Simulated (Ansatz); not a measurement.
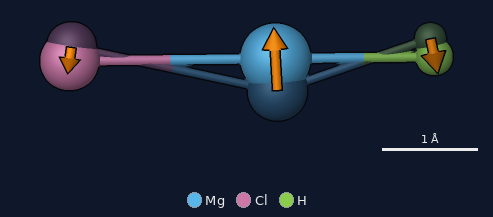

This is a relaxation of MgHCl. The starting structure is drawn faded, the final one solid; orange arrows show the displacements, 2 times their true length. The two geometries are superimposed by the best rigid fit.

A ball-and-stick model, seen face on.

It is one of the separated products of a reaction.

Computed with RKS PBE0-D4/def2-TZVP (Ansatz 0.2.0). Set-up: force threshold 0.005 eV/Å; at most 200 steps.

Q: Which element moves most?

A: Magnesium: up to 0.34 Å, against 0.20 Å for hydrogen.

Q: Describe the change and its energy.

A: The atom that moves furthest after the best rigid fit is the Mg atom (0.34 Å). By element the largest moves are Mg 0.34 Å, H 0.20 Å, Cl 0.15 Å. Near-neighbour distances that change, for instance: Cl–Mg 2.239 → 2.187 Å, H–Mg 1.711 → 1.686 Å. Bond angles that change, for instance: Cl–Mg–H 149.2° → 180.0°. Over 4 geometry steps the energy falls by 0.147 eV. Largest force component: 0.7 eV/Å at the start, 0.00035 eV/Å at the end. Cost: 2.3 s on 4 threads of Arm Neoverse V1, on a shared host.
